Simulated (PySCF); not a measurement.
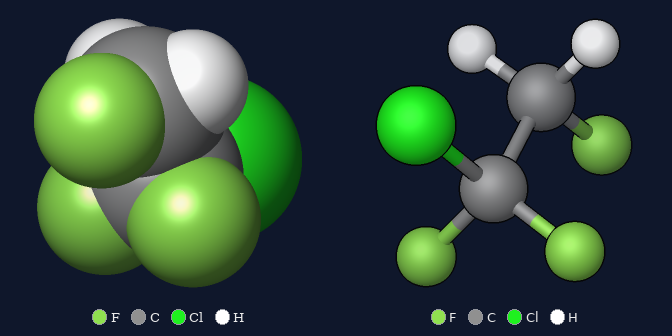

Both panels show the same species.

The geometry was computed by an optimisation with PBE0-D3(BJ)/def2-TZVP. No frequency run is at hand to confirm it as a minimum.

What does the picture show?

Formula C2H2ClF3. Its SMILES string is `FCC(F)(F)Cl`. It has no ring. Among its groups: C–F bond, C–Cl bond. This geometry has Cs symmetry. Coordination: 2 C tetrahedral.

The parts below concern this one geometry. Atoms keep their numbers from picture to picture.

## Dipole moment

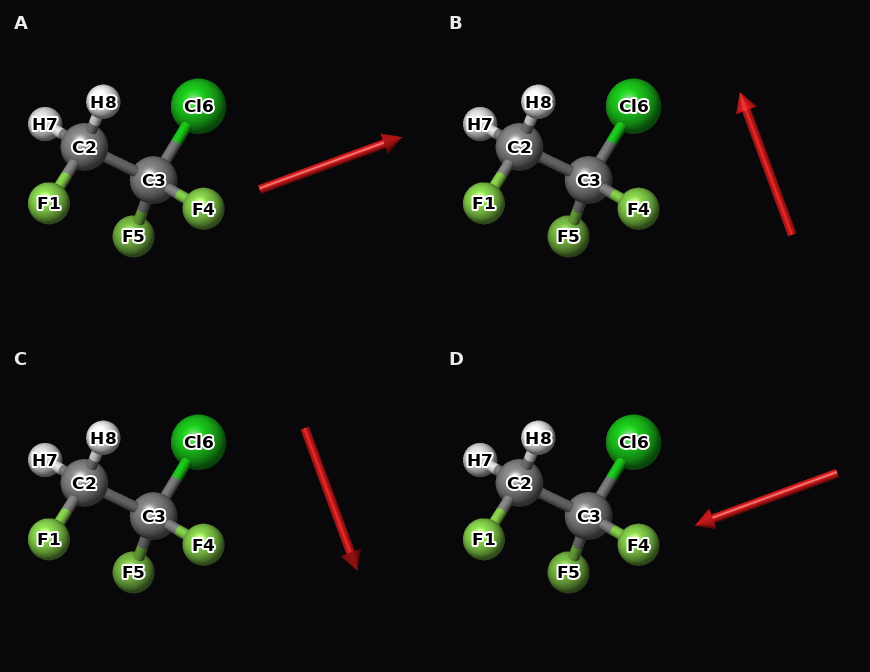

The same molecule four times, each with an arrow. No frequency run is at hand to confirm it as a minimum. Properties computed with KT3/pcSseg-2, gas phase (PySCF 2.14.0).

**Which arrow points along the dipole moment, from the negative to the positive end?**

B. The dipole moment is 1.84 D; it points from the side of F4, F5 to the side of H7, H8 (the outermost atoms at the two ends).

## NMR shielding

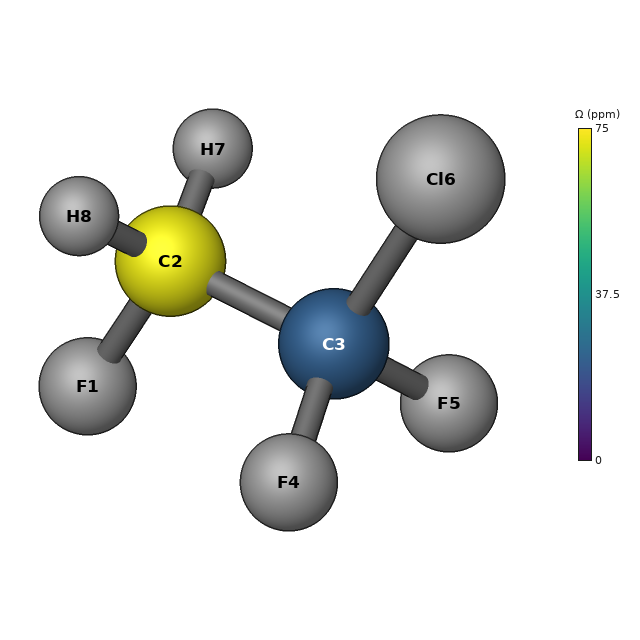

The C atoms are coloured by the span of their shielding tensor. No frequency run is at hand to confirm it as a minimum. Properties computed with GIAO WP04/pcSseg-2 NMR shielding, non-relativistic, IEF-PCM chloroform (PySCF 2.14.0). Principal shieldings σ11 ≤ σ22 ≤ σ33, span Ω = σ33 − σ11, skew κ = 3(σiso − σ22)/Ω.

**Which C atom has the most anisotropic shielding?**

C2, with a span of 72 ppm.

Give the shielding tensors of the C atoms.

```tsv
atom	σ11	σ22	σ33	σiso	Ω	κ
C2	59.7	61.8	131.8	84.4	72.1	0.94
C3	12.0	33.1	34.6	26.6	22.7	−0.86
```

Shieldings and span in ppm.

## Bond orders

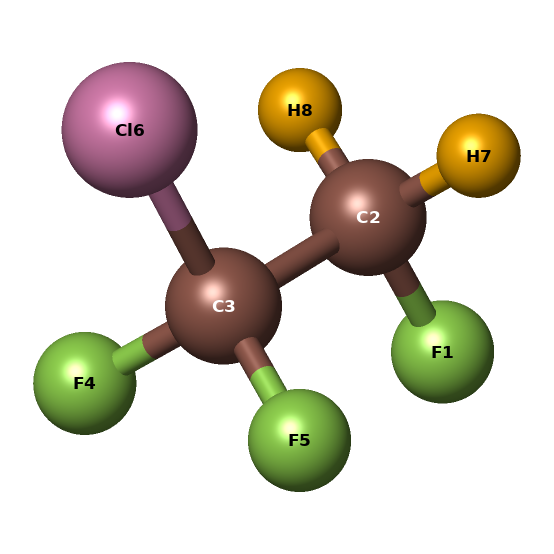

Every bond is drawn as one stick. No frequency run is at hand to confirm it as a minimum. Method: PBE0/pcSseg-2 (PySCF 2.14.0).

List the Mayer bond orders of F1–C2, C2–C3, C2–H7, C3–F4, C3–Cl6 (one bond of each equivalent set).

| bond | Mayer order | length (Å) |
| --- | --- | --- |
| F1–C2 | 0.93 | 1.366 |
| C2–C3 | 0.97 | 1.515 |
| C2–H7 | 0.98 | 1.092 |
| C3–F4 | 1.03 | 1.335 |
| C3–Cl6 | 1.04 | 1.775 |
